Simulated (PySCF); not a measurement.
## Geometry relaxation of GeNH5

The run: geometry relaxation of GeNH5. Method and program: PBE0-D3(BJ)/def2-SVP geometry optimisation, gas phase (PySCF 2.14.0).

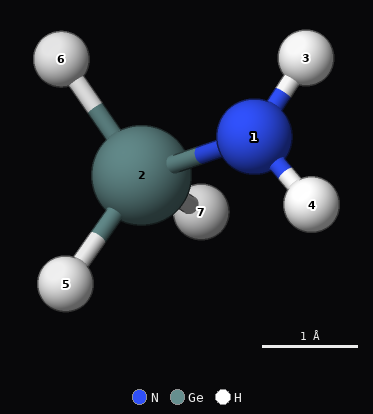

Fig. 1: The input geometry (ball-and-stick view, seen at a tilt; atoms are numbered from 1 in the order of the input). Sticks mark near contacts.

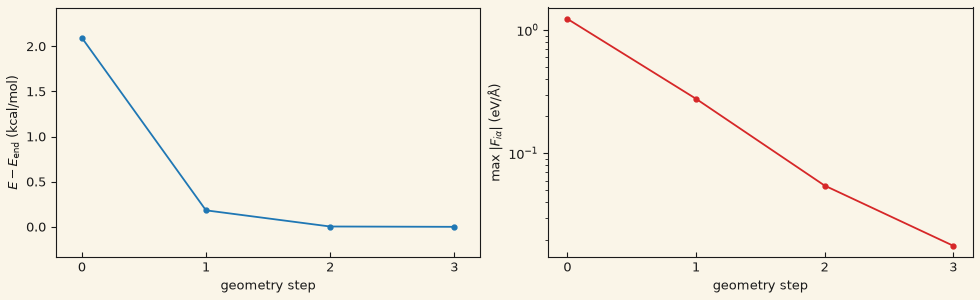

Fig. 2: Progress of the relaxation, step by step (steps are counted from 0).

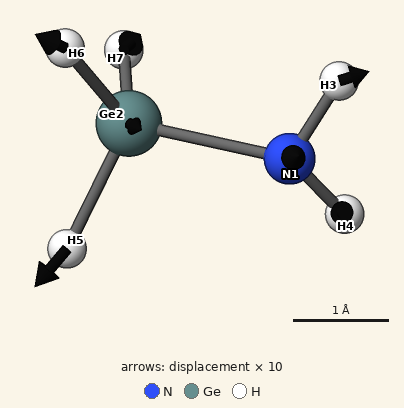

Fig. 3: The starting structure with the displacements as black arrows, magnified 10 times (ball-and-stick view, seen at a tilt). The two geometries are laid on each other by the best rigid fit. H5 moves most after the best rigid fit: 0.054 Å. By element the largest moves are H 0.054 Å, N 0.036 Å, Ge 0.020 Å. Distances before and after: Ge2–H5 1.485 → 1.538 Å, Ge2–H7 1.499 → 1.550 Å, Ge2–H6 1.499 → 1.538 Å, N1–H4 0.989 → 1.017 Å. Among the angles that change: Ge2–N1–H4 118.3° → 114.4°. After 3 geometry steps the energy has fallen by 2.09 kcal/mol. The largest force component goes from 1.2 to 0.018 eV/Å. (Atoms are counted from 1 in the order of the input.)

The input and output of the run follow.

Input file:
```
{"job": {"xc": "PBE0", "basis": "def2-SVP", "d3": "d3bj", "grid": 1, "shake": 0.01, "kind": "geom"}, "charge": 0, "multiplicity": 1}
N      1.106620    -0.144230     0.230890
Ge    -0.694720     0.118700    -0.005860
H      1.679800     0.466370    -0.329130
H      1.458390    -1.066670     0.166340
H     -1.359670    -0.748750     0.999290
H     -0.948150     1.572220     0.259980
H     -1.208320    -0.226740    -1.371430
```

The first line tells a small driver script what to run in PySCF; the rest is the geometry in Å.

Command:
```bash
OMP_NUM_THREADS=1 python <driver script> task.json out
```

The program's output:
```
step   0  E = -2134.12015649  max force = 0.023988
step   1  E = -2134.12320366  max force = 0.005392
step   2  E = -2134.12348918  max force = 0.001066
step   3  E = -2134.12349500  max force = 0.000346
optimisation converged
```

Trajectory as extended XYZ (Å, eV, eV/Å), 4 frames, from step=0 to step=3:
```
7
Properties=species:S:1:pos:R:3:forces:R:3 step=0 energy=-58072.36739
N     1.1066   -0.1442    0.2309   -0.5436   1.1782   0.2675
Ge   -0.6947    0.1187   -0.0059    0.9383  -0.0796   0.0677
H     1.6798    0.4664   -0.3291    0.2861   0.2024  -0.1988
H     1.4584   -1.0667    0.1663    0.3292  -1.2335  -0.1182
H    -1.3597   -0.7488    0.9993   -0.5475  -0.5712   0.6966
H    -0.9482    1.5722    0.2600   -0.1349   0.7062   0.1362
H    -1.2083   -0.2267   -1.3714   -0.3276  -0.2024  -0.8510
7
Properties=species:S:1:pos:R:3:forces:R:3 step=1 energy=-58072.45031
N     0.9346   -0.1659    0.2759    0.1021  -0.2682   0.0024
Ge   -0.8785    0.0119    0.0393   -0.2354   0.0332  -0.0872
H     1.5001    0.4407   -0.3135   -0.0398  -0.0262   0.0075
H     1.2872   -1.1214    0.1847   -0.0978   0.2479   0.0038
H    -1.5833   -0.8985    1.0828    0.1450   0.1405  -0.1696
H    -1.2035    1.5036    0.3072    0.0130  -0.1842  -0.0343
H    -1.4123   -0.3626   -1.3889    0.1129   0.0571   0.2773
7
Properties=species:S:1:pos:R:3:forces:R:3 step=2 energy=-58072.45808
N     0.9321   -0.1687    0.2782    0.0488  -0.0208   0.0219
Ge   -0.8785    0.0171    0.0389   -0.0548   0.0090  -0.0238
H     1.4958    0.4349   -0.3145    0.0029   0.0002  -0.0087
H     1.2765   -1.1207    0.1807   -0.0156   0.0142  -0.0079
H    -1.5682   -0.8906    1.0720    0.0071  -0.0017   0.0061
H    -1.2122    1.4955    0.3047   -0.0017  -0.0011   0.0020
H    -1.4013   -0.3597   -1.3725    0.0134   0.0003   0.0105
7
Properties=species:S:1:pos:R:3:forces:R:3 step=3 energy=-58072.45824
N     0.9329   -0.1688    0.2788    0.0122   0.0113   0.0178
Ge   -0.8793    0.0184    0.0394   -0.0106   0.0004  -0.0064
H     1.4963    0.4336   -0.3157    0.0002  -0.0012  -0.0067
H     1.2738   -1.1212    0.1781   -0.0048  -0.0085  -0.0082
H    -1.5662   -0.8904    1.0731    0.0013  -0.0011   0.0049
H    -1.2146    1.4962    0.3053    0.0001   0.0005   0.0021
H    -1.3986   -0.3599   -1.3717    0.0018  -0.0013  -0.0035
```

Key numbers:

| quantity | value |
| --- | --- |
| outcome | converged |
| total energy | −2134.123495 hartree |
| dipole moment | 1.23 D |
| point group | Cs |
| hardware | 1 CPU thread, shared host |
| wall time | 11 s |
| peak memory | 0.31 GiB |
